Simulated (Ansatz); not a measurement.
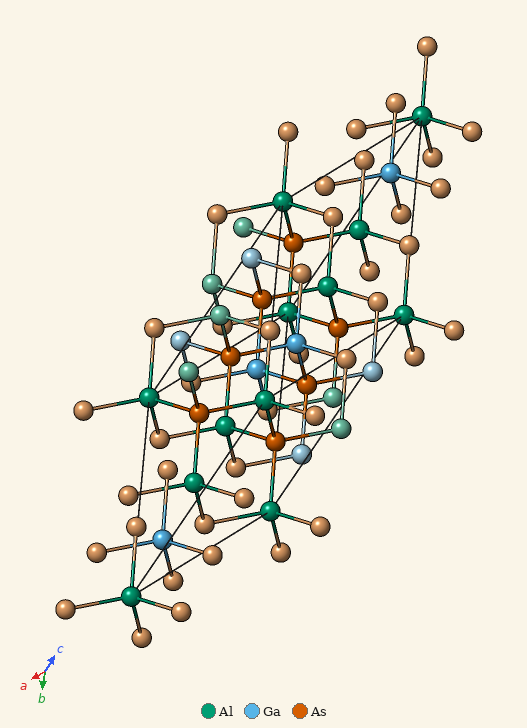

This ball-and-stick model is shown slightly off an axis. One simulation cell is outlined, and atoms on its boundary appear in each equivalent place. Every bond is drawn to its end, so some atoms lie outside the box, in fainter colours.

Full input:
```yaml
crystal:
  lattice:
    - [-2.027622, 2.027622, 14.3388692]
    - [2.027622, -2.027622, 14.3388692]
    - [2.027622, 2.027622, -14.3388692]
  atoms:
    - { symbol: Al, position: [0.0, 0.0, 0.0] }
    - { symbol: Al, position: [0.599806, 0.599806, 0.0] }
    - { symbol: Al, position: [0.400194, 0.400194, 0.0] }
    - { symbol: Ga, position: [0.19987, 0.19987, 0.0] }
    - { symbol: Ga, position: [0.80013, 0.80013, 0.0] }
    - { symbol: As, position: [0.649533, 0.149533, 0.5] }
    - { symbol: As, position: [0.25, 0.75, 0.5] }
    - { symbol: As, position: [0.850467, 0.350467, 0.5] }
    - { symbol: As, position: [0.450091, 0.950091, 0.5] }
    - { symbol: As, position: [0.049909, 0.549909, 0.5] }
basis:
  ecutwfc: 420
kpoints:
  mp_grid: { grid: [10, 10, 10] }
  band_path:
    path:
      - [[0.0, 0.0, 0.0], [0.0, 0.0, 0.5], [0.25, 0.25, 0.25], [0.0, 0.5, 0.0], [0.0, 0.0, 0.0], [0.5, 0.5, -0.5], [0.25499901, 0.74500099, -0.25499901]]
      - [[-0.25499901, 0.25499901, 0.25499901], [0.0, 0.0, 0.0]]
      - [[0.0, 0.0, 0.5], [-0.00999802, 0.00999802, 0.5]]
      - [[0.5, 0.5, -0.00999802], [0.5, 0.5, -0.5]]
    npoints: 14
hamiltonian:
  xc: pbe
scf:
  occupations: { method: gaussian, width: 0.02 }
  n_extra_bands: 25
output:
  forces: true
  stress: true
  eigenvalues: true
  populations: true
  dos: { projected: true, de: 0.02, nscf_kmesh: { grid: [15, 15, 15] } }
  bader: true
  write_density: true
  write_potential: true
  elf: true
  volumetric_format: npy
```
Run as:
```sh
ansatz run input.yaml --threads 4 --pin off --max-ram 8192MiB --backend cpu --events-out ev --progress --plain --runs-dir out
```

Method: DFT PBE, scalar-relativistic, plane waves, PAW (Ansatz 0.2.0); cutoff 420 eV, k-mesh 10×10×10, Gaussian smearing of 0.02 eV, no spin polarisation.

Q: Give the Bader charge of each element.

A: Al +1.94 e; Ga +0.68 e; As -1.94 to -0.67 e. The transfer is large, as in an ionic solid.

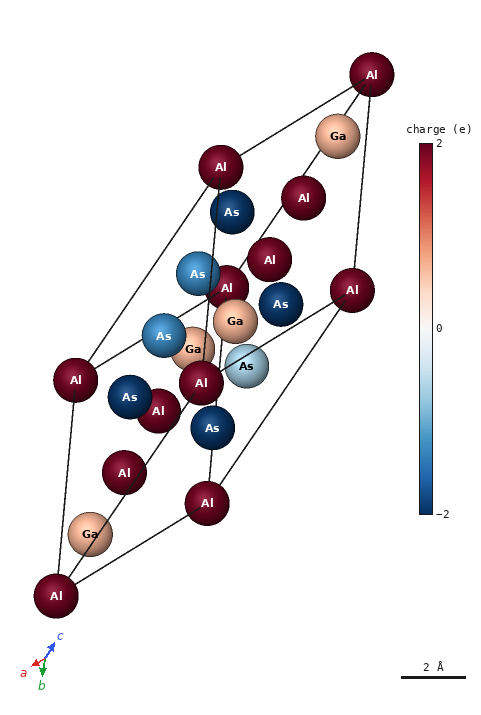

The atoms coloured by those charges.

The initial geometry was a structure type filled with these elements by a generator (whether the compound takes this form wasn't checked). Earlier steps of the study, as a rule a relaxation of our own, may have changed the cell and positions, so they can lie some per cent off the listed ones. It was the input of a calculation with Ansatz.
